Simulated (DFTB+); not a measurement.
**Polarizability calculation, with input and output: CH5NZn**

- system: CH5NZn (ZnMe(NH2)), SMILES [CH3][Zn][NH2]
- method: DFTB2, R-SCC (DFTB+ 25.1)

The geometry comes from this level: GFN2-xTB.

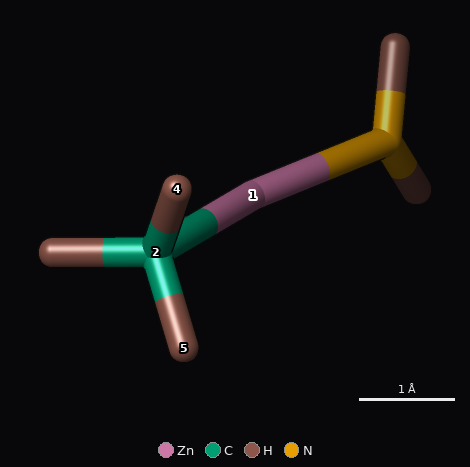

Fig. 1: The structure (stick view, seen at a tilt; atoms are numbered from 1 in the order of the input). Sticks mark near contacts.

Input file (dftb_in.hsd)
```
Geometry = xyzFormat {
  <<< "mol.xyz"
}

Hamiltonian = DFTB {
  SCC = Yes
  SlaterKosterFiles = Type2FileNames {
    Prefix = "slakos/"
    Separator = ""
    Suffix = ".spl"
    LowerCaseTypeName = Yes
  }
  MaxAngularMomentum {
    Zn = "d"
    C = "p"
    H = "s"
    N = "p"
  }
  SCCTolerance = 1e-09
  Filling = Fermi {
    Temperature [K] = 300
  }
}

Analysis {
  Polarisability {
    Static = Yes
  }
}

Options {
  WriteResultsTag = Yes
}

ParserOptions {
  ParserVersion = 14
}
```

File mol.xyz
```
8

Zn    -0.061410     0.257320    -0.323050
C     -0.014070     0.013290     1.670920
H      0.058670     0.941490     2.224550
H      0.843540    -0.596830     1.937100
H     -0.904280    -0.503840     2.014470
N      0.002760    -0.159060    -2.122000
H      0.842790     0.018800    -2.655650
H     -0.768000     0.028830    -2.746340
```

Hardware: 1 thread of Intel Xeon @ 2.50GHz (Skylake/Cascade Lake), 128 GiB of memory available, shared host.

Command:
```bash
dftb+ > dftb.out
```

Log
```
|  DFTB+ development version (commit: a23bfb2)

Reading input file 'dftb_in.hsd'
Parser version: 14

--------------------------------------------------------------------------------
Reading SK-files:
./slakos/znzn.spl
./slakos/znc.spl
./slakos/znh.spl
./slakos/znn.spl
./slakos/cc.spl
./slakos/ch.spl
./slakos/cn.spl
./slakos/hh.spl
./slakos/hn.spl
./slakos/nn.spl
Done.

Processed input in HSD format written to 'dftb_pin.hsd'

Starting initialization...
--------------------------------------------------------------------------------
OpenMP threads:              1
Chosen random seed:          363799857
Current stacksize:           unlimited
Mode:                        Static calculation
Self consistent charges:     Yes
SCC-tolerance:                 0.100000E-08
Max. scc iterations:                    100
Shell resolved Hubbard:      No
Spin polarisation:           No
Nr. of up electrons:            13.000000
Nr. of down electrons:          13.000000
Periodic boundaries:         No
Electronic solver:           Relatively robust
Mixer:                       Broyden mixer
Mixing parameter:                  0.200000
Nr. of chrg. vec. in memory:            100
Max. SCC-cycles:                        100
Electronic temperature:              0.950045E-03 H      0.258520E-01 eV
Initial charges:             Set automatically (system chrg:   0.000E+00)
Included shells:            Zn:  s, p, d
                             C:  s, p
                             H:  s
                             N:  s, p
Extra options:
                             Mulliken analysis

--------------------------------------------------------------------------------

***  Geometry step: 0

 iSCC Total electronic   Diff electronic      SCC error
    1   -0.10461162E+02    0.00000000E+00    0.79169863E+00
    2   -0.10470680E+02   -0.10461162E+02    0.53337584E+00
    3   -0.10478332E+02   -0.95185073E-02    0.53340499E-01
    4   -0.10478411E+02   -0.76514147E-02    0.73385179E-01
    5   -0.10478606E+02   -0.79362007E-04    0.18335665E-01
    6   -0.10478615E+02   -0.19521702E-03    0.20682798E-02
    7   -0.10478615E+02   -0.87813676E-05    0.16289772E-03
    8   -0.10478615E+02   -0.16163789E-06    0.27043335E-04
    9   -0.10478615E+02   -0.15558891E-07    0.79131489E-07
   10   -0.10478615E+02   -0.35665693E-10    0.14147273E-06
   11   -0.10478615E+02    0.00000000E+00    0.40891490E-09

Total Energy:                      -10.3104269729 H         -280.5610 eV
Extrapolated to 0K:                -10.3104269729 H         -280.5610 eV
Total Mermin free energy:          -10.3104269729 H         -280.5610 eV
Force related energy:              -10.3104269729 H         -280.5610 eV

 Perturbation calculation with respect to applied electric field

 Non-metallic system
 Polarisabilty for field along x
 Static response calculation
 SCC Iter  Error
 1         0.338589216518E+01
 2         0.134430678113E+01
 3         0.970389678639E+00
 4         0.114290034653E+00
 5         0.158463941096E-01
 6         0.829094806095E-02
 7         0.161480256440E-02
 8         0.245855048140E-04
 9         0.470510906780E-05
 Polarisabilty for field along y
 Static response calculation
 SCC Iter  Error
 1         0.436799124834E+01
 2         0.400661469404E+01
 3         0.226567504313E+01
 4         0.322604185223E+00
 5         0.571840963166E-01
 6         0.278289607080E-01
 7         0.440543808375E-03
 8         0.269237192525E-03
 9         0.615756552785E-05
 Polarisabilty for field along z
 Static response calculation
 SCC Iter  Error
 1         0.111344164145E+02
 2         0.224295117287E+02
 3         0.111797203782E+02
 4         0.664760293562E+00
 5         0.105691975783E+00
 6         0.640446833785E-01
 7         0.684007304723E-03
 8         0.536927777066E-03
 9         0.857696702061E-05

 Electric field polarisability (a.u.)

 Static polarisability:
  0.135366993205E+02 -0.245483794458E+00 -0.241942735637E+00
 -0.245483524533E+00  0.956685753093E+01  0.714004015168E+00
 -0.241944944784E+00  0.713986098404E+00  0.603655977483E+02

--------------------------------------------------------------------------------
--------------------------------------------------------------------------------
--------------------------------------------------------------------------------
Missing                                +       0.01 (100.0%)       0.01 (100.0%)
Total                                  =       0.01 (100.0%)       0.01 (100.0%)
--------------------------------------------------------------------------------
```

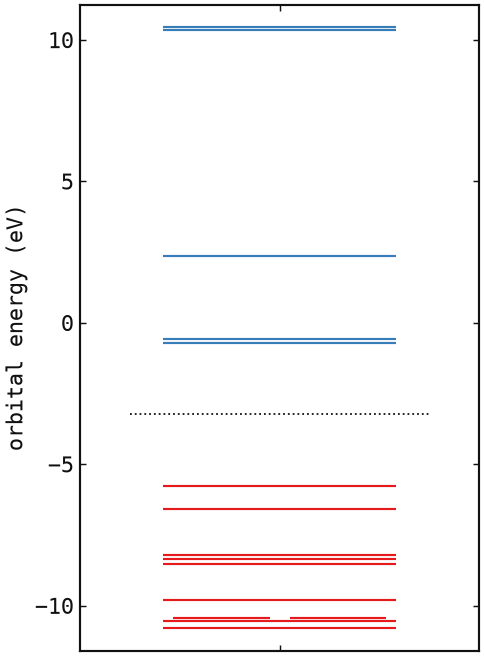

Fig. 2: Orbital energies near the frontier; the dotted line parts filled from empty levels, and levels within 0.02 eV of each other stand side by side. Highest filled −5.78 eV, lowest empty −0.70 eV, 5.08 eV apart.

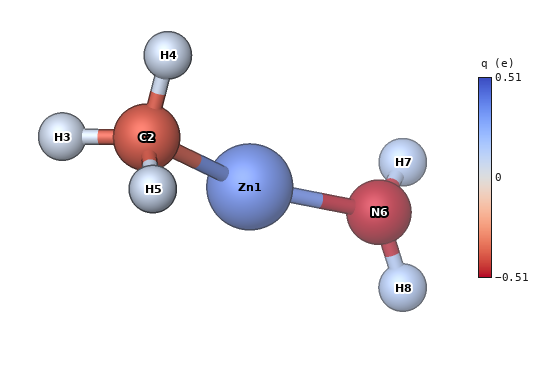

Fig. 3: Mulliken charges, as the colour of each atom (ball-and-stick view, seen at a tilt; atoms are numbered from 1 in the order of the input). By element: Zn +0.36, C −0.40, H +0.06 to +0.16 and N −0.49 e.

Summary

```csv
quantity,value
outcome,converged
total energy,−10.310427 hartree
basis functions,22
HOMO,−5.78 eV
LUMO,−0.70 eV
dipole moment,1.21 D
peak memory,0.079 GiB
```
